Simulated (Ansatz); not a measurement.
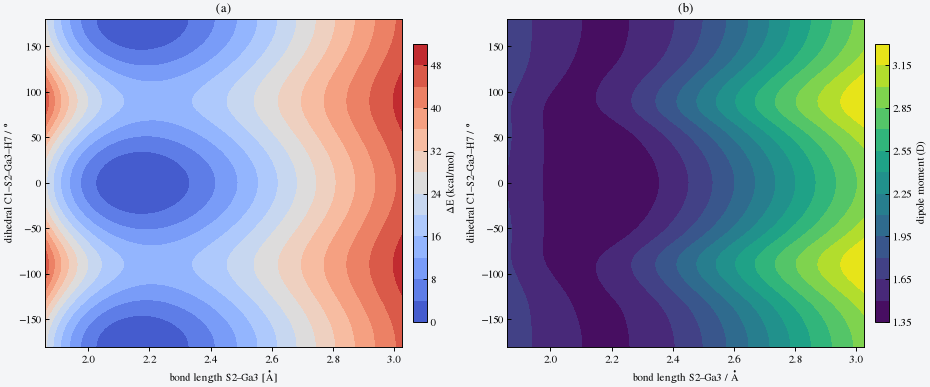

CH5GaS, SMILES C[S][GaH2]. First axis: bond length S2–Ga3. Second axis: dihedral C1–S2–Ga3–H7. Nothing is relaxed (all other coordinates rigid). Grid: 15 × 15 points. Energies: kcal/mol, counted from the relaxed molecule at the same level. The calculation used Ansatz, RKS SPW92 (LDA)/def2-TZVP.

Panel (a) is the energy and panel (b) the computed dipole moment on the same grid.

The picture shows filled contours. Between grid points the surface is interpolated.

**How does the dipole moment vary over the map, and what is it at the lowest grid point?**

Leaving out the highest fifth of the energies, it runs from 1.38 D at bond length S2–Ga3 = 2.193 Å, dihedral C1–S2–Ga3–H7 = 12° to 2.78 D at bond length S2–Ga3 = 2.776 Å, dihedral C1–S2–Ga3–H7 = −84°. At the lowest grid point, bond length S2–Ga3 = 2.193 Å, dihedral C1–S2–Ga3–H7 = −180°, it is 1.48 D.

| dihedral C1–S2–Ga3–H7 ↓, bond length S2–Ga3 → | 1.859 | 1.942 | 2.026 | 2.109 | 2.193 | 2.276 | 2.359 | 2.443 | 2.526 | 2.610 | 2.693 | 2.776 | 2.860 | 2.943 | 3.026 |
| --- | --- | --- | --- | --- | --- | --- | --- | --- | --- | --- | --- | --- | --- | --- | --- |
| 156 | 1.75 | 1.64 | 1.55 | 1.49 | 1.48 | 1.52 | 1.60 | 1.73 | 1.88 | 2.05 | 2.23 | 2.41 | 2.60 | 2.78 | 2.96 |
| 132 | 1.75 | 1.63 | 1.53 | 1.48 | 1.49 | 1.55 | 1.66 | 1.80 | 1.97 | 2.15 | 2.34 | 2.53 | 2.72 | 2.90 | 3.07 |
| 108 | 1.72 | 1.58 | 1.50 | 1.48 | 1.52 | 1.63 | 1.78 | 1.95 | 2.14 | 2.33 | 2.53 | 2.71 | 2.90 | 3.07 | 3.23 |
| 84 | 1.67 | 1.54 | 1.47 | 1.47 | 1.54 | 1.66 | 1.82 | 2.01 | 2.20 | 2.40 | 2.60 | 2.78 | 2.96 | 3.13 | 3.29 |
| 60 | 1.67 | 1.54 | 1.45 | 1.42 | 1.45 | 1.54 | 1.67 | 1.84 | 2.02 | 2.22 | 2.41 | 2.60 | 2.79 | 2.97 | 3.14 |
| 36 | 1.66 | 1.54 | 1.45 | 1.40 | 1.40 | 1.45 | 1.56 | 1.70 | 1.87 | 2.05 | 2.24 | 2.43 | 2.62 | 2.81 | 2.99 |
| 12 | 1.65 | 1.54 | 1.45 | 1.39 | 1.38 | 1.42 | 1.51 | 1.64 | 1.80 | 1.97 | 2.16 | 2.35 | 2.54 | 2.73 | 2.91 |
| −12 | 1.65 | 1.54 | 1.45 | 1.39 | 1.38 | 1.42 | 1.51 | 1.64 | 1.80 | 1.97 | 2.16 | 2.35 | 2.54 | 2.73 | 2.91 |
| −36 | 1.66 | 1.54 | 1.45 | 1.40 | 1.40 | 1.45 | 1.56 | 1.70 | 1.87 | 2.05 | 2.24 | 2.43 | 2.62 | 2.81 | 2.99 |
| −60 | 1.67 | 1.54 | 1.45 | 1.42 | 1.45 | 1.54 | 1.67 | 1.84 | 2.02 | 2.22 | 2.41 | 2.60 | 2.79 | 2.97 | 3.14 |
| −84 | 1.67 | 1.54 | 1.47 | 1.47 | 1.54 | 1.66 | 1.82 | 2.01 | 2.20 | 2.40 | 2.60 | 2.78 | 2.96 | 3.13 | 3.29 |
| −108 | 1.71 | 1.58 | 1.50 | 1.48 | 1.52 | 1.63 | 1.77 | 1.95 | 2.14 | 2.33 | 2.53 | 2.71 | 2.90 | 3.07 | 3.23 |
| −132 | 1.75 | 1.63 | 1.53 | 1.48 | 1.49 | 1.55 | 1.66 | 1.80 | 1.97 | 2.15 | 2.34 | 2.53 | 2.72 | 2.90 | 3.07 |
| −156 | 1.75 | 1.64 | 1.55 | 1.49 | 1.48 | 1.52 | 1.60 | 1.73 | 1.88 | 2.05 | 2.23 | 2.41 | 2.60 | 2.78 | 2.96 |
| −180 | 1.75 | 1.65 | 1.56 | 1.50 | 1.48 | 1.51 | 1.59 | 1.70 | 1.85 | 2.02 | 2.19 | 2.38 | 2.56 | 2.75 | 2.92 |
